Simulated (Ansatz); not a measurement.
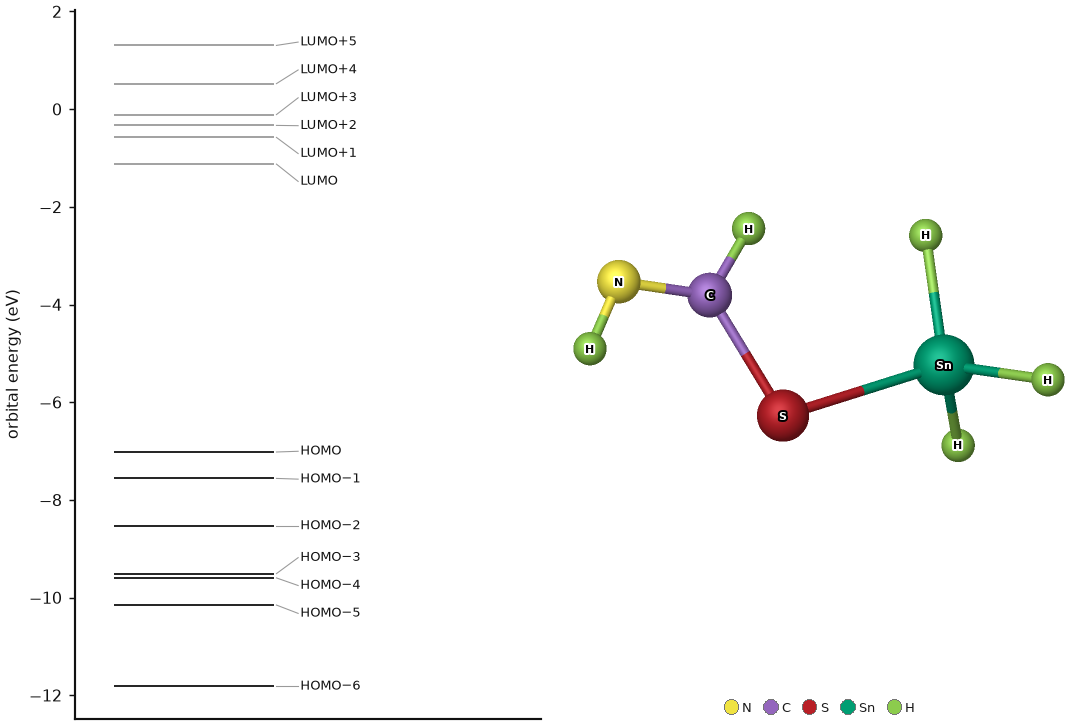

CH₅NSSn, SMILES N(=C/[S][SnH3])/[H], singlet. Kohn-Sham orbital energies near the frontier, B3LYP/def2-TZVPP with the Ansatz code, at a PBE0-D4/def2-TZVP geometry (no frequency check), isolated molecule; empty levels in grey, levels within 0.03 eV side by side.

> Where do the frontier orbitals lie?

HOMO at −7.02 eV, LUMO at −1.12 eV, 5.90 eV apart.

> How far below the HOMO does the next level lie?

0.54 eV.

Known limits of this run: core potentials past krypton; spin-orbit coupling is left out, and with Sn it can shift these levels and split any degenerate set; one conformer of a flexible molecule; empty levels above zero depend strongly on the basis.
